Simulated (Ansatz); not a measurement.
Cost and result by functional for the adsorption energy of H2O on the 1x1 (111) surface of fcc Ag, one in a 2x2 cell, started at the site 'hollow Ag-Ag-Ag over Ag at depth 4.7 Å', in Ansatz (plane waves, PAW). Single points on the PBE structure, on one kind of machine; costs are rough ratios of the slab run's core time (references not counted) to the cheapest single point. r2SCAN's cost holds its higher cutoff (500 against 420 eV). Differences are taken against r2SCAN for comparison alone: no measured value is at hand, so the table doesn't rank accuracy.

Set-up: 19 atoms, 7.1 Å thick at the start under the adsorbate (thin: gaps and levels are the slab's own); mesh 6x6x1; 0.1 eV smearing; dipole correction on; 8 atoms held, the rest relaxed; no symmetry held; no spin, no spin-orbit, no U, no dispersion correction. At the end no host atom lies within bonding distance. In PBE it is, or lies within 0.03 eV of, the lowest of the starts that converged. These notes are the PBE run's. Adsorption energies are against H2O(g). A negative adsorption energy means that the adsorbate is more stable on the surface than in its reference.

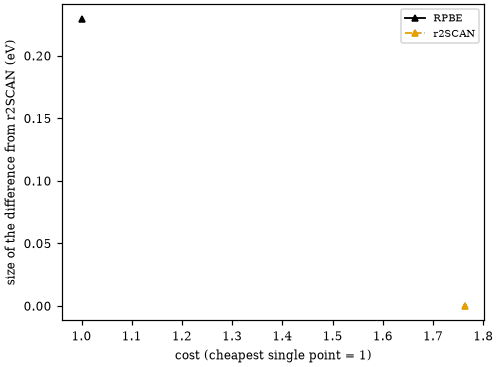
Fig. 1. Difference from r2SCAN against cost

```csv
functional,relative cost,adsorption energy (eV),less r2SCAN (eV)
RPBE,1,0.00,0.23
r2SCAN,2,-0.23,0.00
PBE (the relaxed run's value),–,-0.13,0.10
```

The values span 0.23 eV, while the single points' costs differ by a factor of roughly 2. Differences are of unrounded values.

Ansatz is an electronic-structure program.
